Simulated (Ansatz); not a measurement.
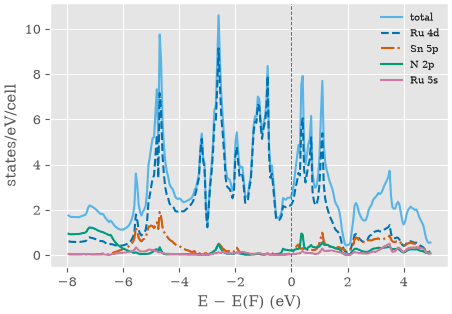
Figure: Total and projected density of states of SnRu3N (anti-perovskite, space group No. 221), plane-wave PAW PBEsol (Ansatz code)

Task: Which orbitals carry the states next to the Fermi level?

Result: Within 0.5 eV of the Fermi level: Ru 4d 81 %, N 2p 8 %. Projections are on Löwdin-orthogonalised atomic valence shells; empty p or d shells of many metals are not among them.

Task: Where is the tallest occupied peak in this window, and what makes it?

Result: Near -2.6 eV, about 11 states/eV per cell; the largest projected share is Ru 4d.

Space group Pm-3m (anti-perovskite). The start of the workflow was typed in or built on a structure type; neither database checked (COD, Materials Project) lists it. Its standing as an ambient phase is unchecked. The cell was relaxed with PBEsol under the symmetry of its start; whether a distortion lowers the energy is not shown. The workflow began spin-polarised and lost its moments. Spin–orbit coupling is left out wherever it is not named.

Potentials: the earlier of the program's two PAW sets. The files were generated under PBE; for other functionals the program regenerates the frozen cores, and for LDA and PBEsol the local potential too.
